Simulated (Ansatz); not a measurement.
## Geometry relaxation, with input and output: ZrHClF$_{4}$

System: ZrHClF$_{4}$.
Method: RHF/def2-SVP (Ansatz 0.2.0).

The input holds or restrains some coordinates. Forces given for the steps count only the free coordinates. It belongs to a series of runs on one base structure; here: pulled along the bonds that form and break, towards end A.

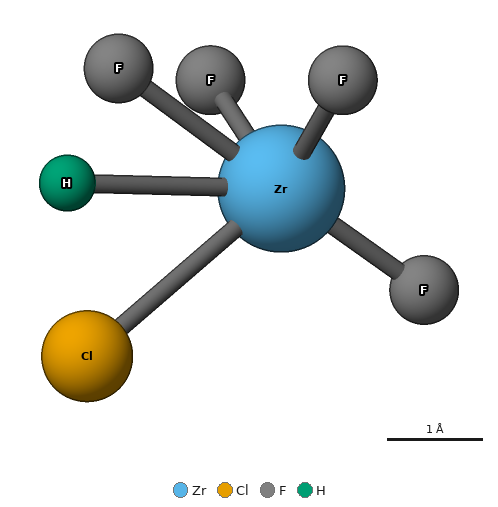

Figure 1. The structure as given in the input (ball-and-stick view, seen at a tilt). Sticks mark near contacts. Bond lengths as drawn: Cl–Zr 2.87 Å, F–Zr 1.98 to 2.28 Å and H–Zr 2.49 Å.

Key numbers

```json
{"quantity": "outcome", "value": "converged under the restraints of the input"}
{"quantity": "total energy", "value": "−24605.5887 eV"}
{"quantity": "mean-field energy", "value": "−24605.5887 eV"}
{"quantity": "largest force (length of the vector) at the end, held atoms and coordinates included", "value": "1.133 eV/Å"}
{"quantity": "hardware", "value": "2 threads of Arm Neoverse N1, 24 GiB of memory available, shared host"}
{"quantity": "wall time", "value": "26 s (CPU time 49 s)"}
{"quantity": "peak memory", "value": "0.24 GiB"}
```

Input
```yaml
crystal:
  periodic: [false, false, false]
  atoms:
    - { symbol: Zr, position_ang: [0.0, 0.0, 0.0] }
    - { symbol: Cl, position_ang: [0.0, 0.0, 2.87] }
    - { symbol: F, position_ang: [1.8671, 0.0, -0.6593] }
    - { symbol: F, position_ang: [-0.9326, 1.6157, -0.6593] }
    - { symbol: F, position_ang: [-0.9326, -1.6157, -0.6593] }
    - { symbol: F, position_ang: [-2.1637, 0.0, 0.7189] }
    - { symbol: H, position_ang: [-1.5793, 0.0, 1.9315] }
basis:
  gaussian: { orbitals: def2-SVP }
hamiltonian:
  xc: hf
relax:
  f_tol: 0.15
  max_steps: 25
  restrain:
    - { distance: [0, 5], at: 3.18, k: 30.0 }
    - { distance: [6, 1], at: 2.57, k: 30.0 }
    - { distance: [0, 1], at: 2.52, k: 30.0 }
    - { distance: [6, 5], at: 0.92, k: 30.0 }
```

Launched with:
```bash
ansatz run input.yaml --threads 2 --pin off --max-ram 3072MiB --backend cpu --events-out ev --progress --plain --runs-dir out
```

The program's output
```
The last accepted step is kept in [file] (removed where the run ends without a failure and the disk answers)
Engine: ansatz 0.2.0, aarch64-unknown-linux-gnu
Functional definition: HF
  exchange = exact_x
  correlation = 0
1134 factors; integrals over basis functions are off by at most 2.4e-4 eV
mean field evaluation 1: about -24595.0675 eV, gradient 6.2e1 eV
mean field evaluation 2: about -24595.1761 eV, gradient 6.2e1 eV
mean field evaluation 4: about -24602.6325 eV, gradient 2.7e0 eV
mean field evaluation 8: about -24602.6926 eV, gradient 1.4e-1 eV
mean field -24602.69270705 eV, -904.1322806799 hartree, gradient 7.2e-6 eV, S^2 0.000000; 0 other end points of the search recorded, 0 dependent functions left out
the calculation of the forces begins
reference -24602.69270705 eV, -904.1322806799 hartree; 33, 33 occupied and 77, 77 virtual orbitals, 1134 factors
relax step   1: F+E_penalty+E_count = -24602.69270705 eV  Δ(F+E_penalty+E_count) = +0.000e0 eV  max|allowed force component| = 4.751e0 eV/Å  E_restraint = 24.76746109 eV  max|allowed force component, restraints' pulls added| = 2.547e1 eV/Å  Δτ_max = 0.0000 Å  (43 SCF iters, accepted)
  distance Zr 0 - F 5 = 2.2800 Å
  distance H 6 - Cl 1 = 1.8371 Å
  distance Zr 0 - Cl 1 = 2.8700 Å
  distance H 6 - F 5 = 1.3461 Å
these checks for a lower state are left out or cut short: starts, cluster_reference, orbital_swaps, neighbouring_geometries, increment
1134 factors; integrals over basis functions are off by at most 6.4e-4 eV
mean field evaluation 16: about -24602.4300 eV, gradient 1.7e1 eV
mean field -24603.55364155 eV, -904.1639194395 hartree, gradient 1.5e-5 eV, S^2 0.000000; 0 other end points of the search recorded, 0 dependent functions left out
the calculation of the forces begins
reference -24603.55364155 eV, -904.1639194395 hartree; 33, 33 occupied and 77, 77 virtual orbitals, 1134 factors
relax step   2: F+E_penalty+E_count = -24603.55364155 eV  Δ(F+E_penalty+E_count) = -8.609e-1 eV  max|allowed force component| = 5.427e0 eV/Å  E_restraint = 10.80771905 eV  max|allowed force component, restraints' pulls added| = 1.889e1 eV/Å  Δτ_max = 0.1930 Å  (39 SCF iters, accepted)
  distance Zr 0 - F 5 = 2.5604 Å
  distance H 6 - Cl 1 = 2.1004 Å
  distance Zr 0 - Cl 1 = 2.7952 Å
  distance H 6 - F 5 = 1.1209 Å
these checks for a lower state are left out or cut short: starts, cluster_reference, orbital_swaps, neighbouring_geometries, increment
1134 factors; integrals over basis functions are off by at most 1.0e-3 eV
mean field evaluation 32: about -24604.3965 eV, gradient 2.4e-4 eV
mean field -24604.39646077 eV, -904.1948924742 hartree, gradient 1.4e-5 eV, S^2 0.000000; 0 other end points of the search recorded, 0 dependent functions left out
the calculation of the forces begins
reference -24604.39646077 eV, -904.1948924742 hartree; 33, 33 occupied and 77, 77 virtual orbitals, 1134 factors
relax step   3: F+E_penalty+E_count = -24604.39646077 eV  Δ(F+E_penalty+E_count) = -8.428e-1 eV  max|allowed force component| = 6.400e0 eV/Å  E_restraint = 3.50789312 eV  max|allowed force component, restraints' pulls added| = 1.070e1 eV/Å  Δτ_max = 0.1947 Å  (39 SCF iters, accepted)
  distance Zr 0 - F 5 = 2.7824 Å
  distance H 6 - Cl 1 = 2.3557 Å
  distance Zr 0 - Cl 1 = 2.6926 Å
  distance H 6 - F 5 = 0.9116 Å
these checks for a lower state are left out or cut short: starts, cluster_reference, orbital_swaps, neighbouring_geometries, increment
1134 factors; integrals over basis functions are off by at most 1.0e-3 eV
mean field -24605.07261062 eV, -904.2197405231 hartree, gradient 1.3e-5 eV, S^2 0.000000; 0 other end points of the search recorded, 0 dependent functions left out
the calculation of the forces begins
reference -24605.07261062 eV, -904.2197405231 hartree; 33, 33 occupied and 77, 77 virtual orbitals, 1134 factors
relax step   4: F+E_penalty+E_count = -24605.07261062 eV  Δ(F+E_penalty+E_count) = -6.761e-1 eV  max|allowed force component| = 3.608e0 eV/Å  E_restraint = 0.58350252 eV  max|allowed force component, restraints' pulls added| = 5.963e0 eV/Å  Δτ_max = 0.1948 Å  (37 SCF iters, accepted)
  distance Zr 0 - F 5 = 3.0009 Å
  distance H 6 - Cl 1 = 2.5047 Å
  distance Zr 0 - Cl 1 = 2.5595 Å
  distance H 6 - F 5 = 0.8888 Å
these checks for a lower state are left out or cut short: starts, cluster_reference, orbital_swaps, neighbouring_geometries, increment
1134 factors; integrals over basis functions are off by at most 1.0e-3 eV
mean field -24605.43668976 eV, -904.2331201847 hartree, gradient 1.2e-5 eV, S^2 0.000000; 0 other end points of the search recorded, 0 dependent functions left out
the calculation of the forces begins
reference -24605.43668976 eV, -904.2331201847 hartree; 33, 33 occupied and 77, 77 virtual orbitals, 1134 factors
relax step   5: F+E_penalty+E_count = -24605.43668976 eV  Δ(F+E_penalty+E_count) = -3.641e-1 eV  max|allowed force component| = 1.341e0 eV/Å  E_restraint = 0.03180256 eV  max|allowed force component, restraints' pulls added| = 5.875e-1 eV/Å  Δτ_max = 0.1945 Å  (37 SCF iters, accepted)
  distance Zr 0 - F 5 = 3.1541 Å
  distance H 6 - Cl 1 = 2.5856 Å
  distance Zr 0 - Cl 1 = 2.4875 Å
  distance H 6 - F 5 = 0.9077 Å
these checks for a lower state are left out or cut short: starts, cluster_reference, orbital_swaps, neighbouring_geometries, increment
1134 factors; integrals over basis functions are off by at most 1.1e-3 eV
mean field evaluation 64: about -24605.5728 eV, gradient 1.2e-5 eV
mean field -24605.57278974 eV, -904.2381217665 hartree, gradient 1.2e-5 eV, S^2 0.000000; 0 other end points of the search recorded, 0 dependent functions left out
the calculation of the forces begins
reference -24605.57278974 eV, -904.2381217665 hartree; 33, 33 occupied and 77, 77 virtual orbitals, 1134 factors
relax step   6: F+E_penalty+E_count = -24605.57278974 eV  Δ(F+E_penalty+E_count) = -1.361e-1 eV  max|allowed force component| = 1.130e0 eV/Å  E_restraint = 0.02580240 eV  max|allowed force component, restraints' pulls added| = 3.772e-1 eV/Å  Δτ_max = 0.2000 Å  (38 SCF iters, accepted)
  distance Zr 0 - F 5 = 3.1631 Å
  distance H 6 - Cl 1 = 2.5635 Å
  distance Zr 0 - Cl 1 = 2.4848 Å
  distance H 6 - F 5 = 0.9075 Å
these checks for a lower state are left out or cut short: starts, cluster_reference, orbital_swaps, neighbouring_geometries, increment
1135 factors; integrals over basis functions are off by at most 1.1e-3 eV
mean field -24605.56942509 eV, -904.2379981179 hartree, gradient 1.3e-5 eV, S^2 0.000000; 0 other end points of the search recorded, 0 dependent functions left out
the calculation of the forces begins
reference -24605.56942509 eV, -904.2379981179 hartree; 33, 33 occupied and 77, 77 virtual orbitals, 1135 factors
relax step   7: F+E_penalty+E_count = -24605.56942509 eV  Δ(F+E_penalty+E_count) = +3.365e-3 eV  max|allowed force component| = 1.257e0 eV/Å  E_restraint = 0.03034703 eV  max|allowed force component, restraints' pulls added| = 1.350e0 eV/Å  Δτ_max = 0.1862 Å  (37 SCF iters, rejected (line search))
  distance Zr 0 - F 5 = 3.1828 Å
  distance H 6 - Cl 1 = 2.5972 Å
  distance Zr 0 - Cl 1 = 2.4849 Å
  distance H 6 - F 5 = 0.9266 Å
these checks for a lower state are left out or cut short: starts, cluster_reference, orbital_swaps, neighbouring_geometries, increment
1134 factors; integrals over basis functions are off by at most 1.1e-3 eV
mean field -24605.58867112 eV, -904.2387053966 hartree, gradient 1.3e-5 eV, S^2 0.000000; 0 other end points of the search recorded, 0 dependent functions left out
the calculation of the forces begins
reference -24605.58867112 eV, -904.2387053966 hartree; 33, 33 occupied and 77, 77 virtual orbitals, 1134 factors
relax step   8: F+E_penalty+E_count = -24605.58867112 eV  Δ(F+E_penalty+E_count) = -1.588e-2 eV  max|allowed force component| = 1.089e0 eV/Å  E_restraint = 0.02047505 eV  max|allowed force component, restraints' pulls added| = 7.302e-2 eV/Å  Δτ_max = 0.0931 Å  (38 SCF iters, accepted)
  distance Zr 0 - F 5 = 3.1680 Å
  distance H 6 - Cl 1 = 2.5701 Å
  distance Zr 0 - Cl 1 = 2.4863 Å
  distance H 6 - F 5 = 0.9109 Å
1134 factors; integrals over basis functions are off by at most 1.1e-3 eV
mean field evaluation 96: about -24599.4080 eV, gradient 5.8e1 eV
```

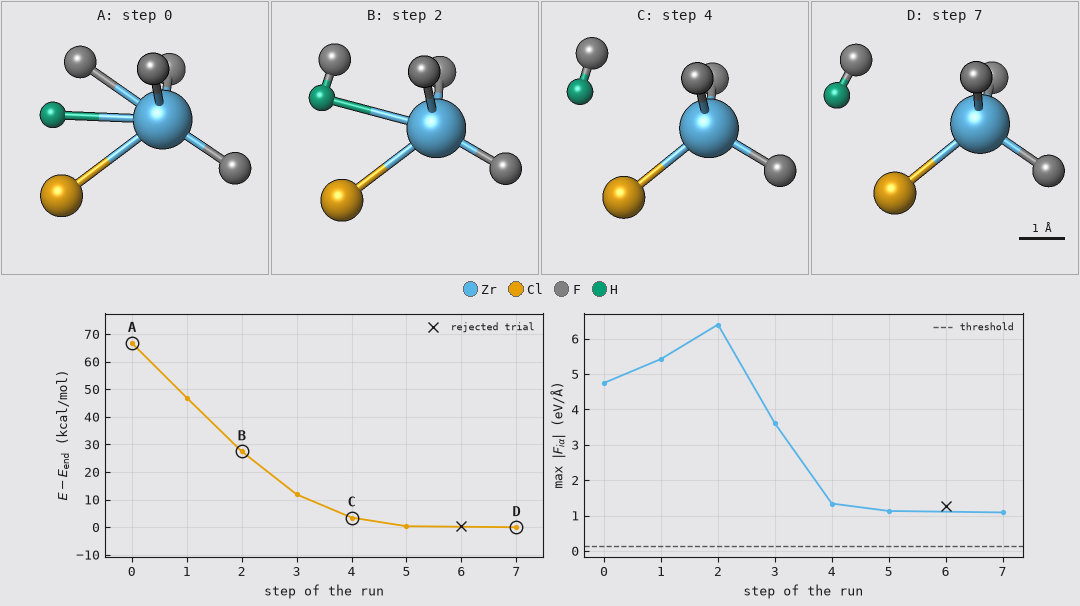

Figure 2. Frames of the restrained relaxation (ball-and-stick view, seen on its broad side) above the curves, on which the letters mark them (the first geometry is step 0 here and step 1 in the log).

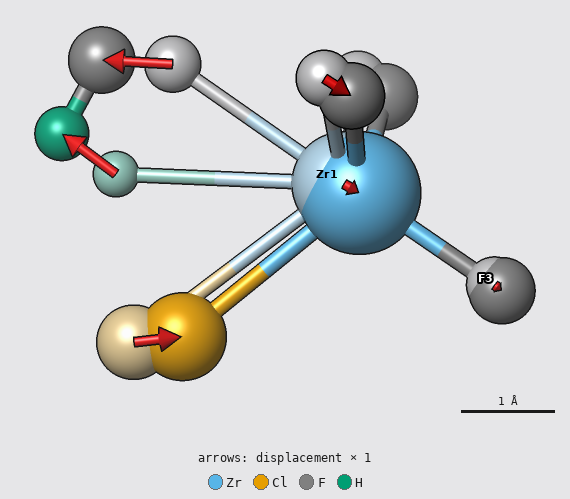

Figure 3. Start (faint) and end (solid) with the displacements as red arrows, at true length (ball-and-stick view, seen on its broad side). The two geometries are laid on each other by the best rigid fit. After 7 geometry steps the energy has fallen by 66.8 kcal/mol. The largest force component goes from 4.8 to 1.1 eV/Å. The line search rejected the trial step at point 6 (counted from 0) and went back. The largest move after the best rigid fit is that of F6, 0.78 Å. By element the largest moves are F 0.78 Å, H 0.74 Å, Cl 0.53 Å, Zr 0.20 Å. Among the contacts that change: Zr1–F6 2.280 → 3.168 Å, Zr1–H7 2.495 → 3.318 Å, F6–H7 1.346 → 0.911 Å, Zr1–Cl2 2.870 → 2.486 Å. New bonds form: F6–H7 (1.35 → 0.91 Å). Bonds break: Zr1–F6 (2.28 → 3.17 Å). Among the angles that change: F3–Zr1–F4 109.5° → 105.8°, Cl2–Zr1–F4 109.5° → 112.8°, F4–Zr1–F5 109.5° → 112.1°. (Atoms are counted from 1 in the order of the input.)

```
mean field -24605.58867112 eV, -904.2387053966 hartree, gradient 1.3e-5 eV, S^2 0.000000; 1 other end points of the search recorded, 0 dependent functions left out
the calculation of the forces begins
reference -24605.58867112 eV, -904.2387053966 hartree; 33, 33 occupied and 77, 77 virtual orbitals, 1134 factors
Total energy: -24605.58867112 eV, -904.2387053966 hartree
Atom 0 at     0.195687    -0.000000    -0.058420 Å, force    -0.313214    -0.000000     1.089208 eV/Å
Atom 1 at     0.223895     0.000000     2.427689 Å, force     0.023022     0.000000    -0.990163 eV/Å
Atom 2 at     1.993247    -0.000000    -0.625879 Å, force     0.007057    -0.000000     0.005764 eV/Å
Atom 3 at    -0.572392     1.566395    -0.781120 Å, force     0.017135    -0.014852    -0.000499 eV/Å
Atom 4 at    -0.572392    -1.566395    -0.781120 Å, force     0.017135     0.014852    -0.000499 eV/Å
Atom 5 at    -2.683975    -0.000000     1.262041 Å, force     0.422453    -0.000000     0.092375 eV/Å
Atom 6 at    -2.325171    -0.000000     2.099309 Å, force    -0.173590     0.000000    -0.196185 eV/Å
Dipole moment:    -0.013973    -0.000000     0.198052 e Å
```

Trajectory as extended XYZ (Å, eV, eV/Å), 8 frames, from step=1 to step=8
```
7
Properties=species:S:1:pos:R:3:forces:R:3 step=1 energy=-24602.69271
Zr    0.0000    0.0000    0.0000   -2.9733   0.0000  -1.1424
Cl    0.0000    0.0000    2.8700   -1.3902   0.0000  -2.7934
F     1.8671    0.0000   -0.6593   -2.1624   0.0000   0.8751
F    -0.9326    1.6157   -0.6593    2.3055  -1.6962   0.3989
F    -0.9326   -1.6157   -0.6593    2.3055   1.6962   0.3989
F    -2.1637    0.0000    0.7189    2.9318   0.0000   4.7509
H    -1.5793    0.0000    1.9315   -1.0169   0.0000  -2.4879
7
Properties=species:S:1:pos:R:3:forces:R:3 step=2 energy=-24603.55364
Zr    0.1177    0.0000    0.0236   -4.8829   0.0000  -0.0662
Cl    0.1135    0.0000    2.8188   -0.2461   0.0000  -2.7496
F     1.8671    0.0000   -0.6576   -0.0862   0.0000   0.0870
F    -0.9021    1.5904   -0.6512    2.3648  -2.1130   0.7772
F    -0.9021   -1.5904   -0.6512    2.3648   2.1130   0.7772
F    -2.3059    0.0000    0.8494    3.9188   0.0000   5.4267
H    -1.7292    0.0000    1.8106   -3.4333   0.0000  -4.2523
7
Properties=species:S:1:pos:R:3:forces:R:3 step=3 energy=-24604.39646
Zr    0.2093    0.0000    0.0508   -6.4004   0.0000   0.6620
Cl    0.2203    0.0000    2.7434    0.0372   0.0000  -2.6105
F     1.8848    0.0000   -0.6638    1.7308   0.0000  -0.6758
F    -0.8686    1.5577   -0.6366    2.3185  -2.1163   0.9469
F    -0.8686   -1.5577   -0.6366    2.3185   2.1163   0.9469
F    -2.4178    0.0000    0.9674    0.7035   0.0000   0.2229
H    -1.9004    0.0000    1.7179   -0.7081   0.0000   0.5077
7
Properties=species:S:1:pos:R:3:forces:R:3 step=4 energy=-24605.07261
Zr    0.2373    0.0000    0.0592   -3.6082   0.0000   0.6025
Cl    0.3084    0.0000    2.6178   -0.0957   0.0000  -1.8610
F     1.9336    0.0000   -0.6796    0.9842   0.0000  -0.3779
F    -0.7952    1.5040   -0.6087    1.3514  -1.0452   0.5609
F    -0.7952   -1.5040   -0.6087    1.3514   1.0452   0.5609
F    -2.5989    0.0000    1.0394   -0.2853   0.0000  -0.9601
H    -2.0310    0.0000    1.7231    0.3023   0.0000   1.4747
7
Properties=species:S:1:pos:R:3:forces:R:3 step=5 energy=-24605.43669
Zr    0.2485    0.0000    0.0054   -0.7162   0.0000   1.3406
Cl    0.3181    0.0000    2.4920   -0.0846   0.0000  -1.1068
F     1.9895    0.0000   -0.7004    0.3538   0.0000  -0.1663
F    -0.7018    1.5004   -0.5993    0.1436   0.3490  -0.1586
F    -0.7018   -1.5004   -0.5993    0.1436  -0.3490  -0.1586
F    -2.7090    0.0000    1.1016    0.5060   0.0000   0.0812
H    -2.1846    0.0000    1.8425   -0.3463   0.0000   0.1685
7
Properties=species:S:1:pos:R:3:forces:R:3 step=6 energy=-24605.57279
Zr    0.2007    0.0000   -0.0474   -0.1069   0.0000   1.1303
Cl    0.2541    0.0000    2.4369   -0.0496   0.0000  -1.0212
F     1.9988    0.0000   -0.6384   -0.1813   0.0000   0.0279
F    -0.6105    1.5613   -0.7235    0.0373   0.0631  -0.0686
F    -0.6105   -1.5613   -0.7235    0.0373  -0.0631  -0.0686
F    -2.6983    0.0000    1.2177    0.4217   0.0000  -0.0775
H    -2.2754    0.0000    2.0207   -0.1585   0.0000   0.0777
7
Properties=species:S:1:pos:R:3:forces:R:3 step=7 energy=-24605.56943 accepted=F
Zr    0.2080    0.0000   -0.0881   -0.2654   0.0000   1.2574
Cl    0.1974    0.0000    2.3968    0.1481   0.0000  -0.9734
F     2.0181    0.0000   -0.6281   -0.0907   0.0000   0.0084
F    -0.5551    1.5771   -0.7942    0.0114  -0.0336  -0.0452
F    -0.5551   -1.5771   -0.7942    0.0114   0.0336  -0.0452
F    -2.6646    0.0000    1.2827    0.5456   0.0000   1.0300
H    -2.3897    0.0000    2.1676   -0.3604   0.0000  -1.2319
7
Properties=species:S:1:pos:R:3:forces:R:3 step=8 energy=-24605.58867
Zr    0.1957    0.0000   -0.0584   -0.3132   0.0000   1.0892
Cl    0.2239    0.0000    2.4277    0.0230   0.0000  -0.9902
F     1.9932    0.0000   -0.6259    0.0071   0.0000   0.0058
F    -0.5724    1.5664   -0.7811    0.0171  -0.0149  -0.0005
F    -0.5724   -1.5664   -0.7811    0.0171   0.0149  -0.0005
F    -2.6840    0.0000    1.2620    0.4225   0.0000   0.0924
H    -2.3252    0.0000    2.0993   -0.1736   0.0000  -0.1962
```
